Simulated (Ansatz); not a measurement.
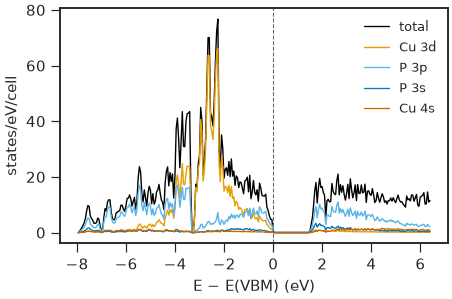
Figure: Total and projected density of states of Cu₄SiP₈ in space group I4_1/a (No. 88; Si on 4a, Cu on 16f, P on 16f, P on 16f), plane-wave PAW r²SCAN (Ansatz code)

**Question.** Which orbitals carry the states next to the gap?

**Answer.** Top 1 eV of the valence band: P 3p 51 %, Cu 3d 35 %, P 3s 6 %, outside the projected shells 5 %. Bottom 1 eV of the conduction band: P 3p 52 %, P 3s 16 %, outside the projected shells 18 %. Projections are on Löwdin-orthogonalised atomic valence shells; empty p or d shells of many metals are not among them.

**Question.** Where is the tallest occupied peak in this window, and what makes it?

**Answer.** Near -2.3 eV, about 77 states/eV per cell; the largest projected share is Cu 3d.

The first step of the workflow began from a Materials Project structure, measured or hypothetical; the Crystallography Open Database copy checked does not list it. Its standing as an ambient phase is unchecked. Symmetry was held in the r²SCAN relaxation; whether a distortion lowers the energy is not shown. No spin polarisation was allowed.

Potentials: the later of the program's two PAW sets.
